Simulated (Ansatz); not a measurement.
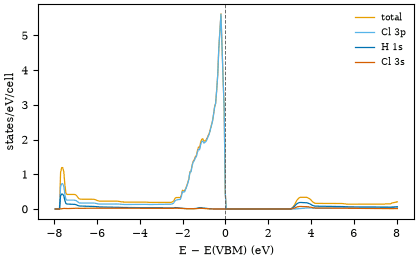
Total and projected density of states of HCl in space group I4/mmm (No. 139; H on 2a, Cl on 2b), r²SCAN+D4 in the plane-wave PAW code Ansatz

Q: Which orbitals carry the states next to the gap?

A: Top 1 eV of the valence band: Cl 3p 99 %. Bottom 1 eV of the conduction band: H 1s 55 %, Cl 3s 21 %, Cl 3p 7 %, outside the projected shells 17 %. Projections are on Löwdin-orthogonalised atomic valence shells; empty p or d shells of many metals are not among them.

The workflow started from an entry of the Crystallography Open Database (COD); the relaxed space group is not among those it files for this formula. COD files the formula under space group No. 36, 69, 225, so this cell is another polymorph or a model. The cell was relaxed with r²SCAN+D4 under the symmetry of its start; whether a distortion lowers the energy is not shown. The substance is a gas or liquid at ambient conditions.

Potentials: the later of the program's two PAW sets.
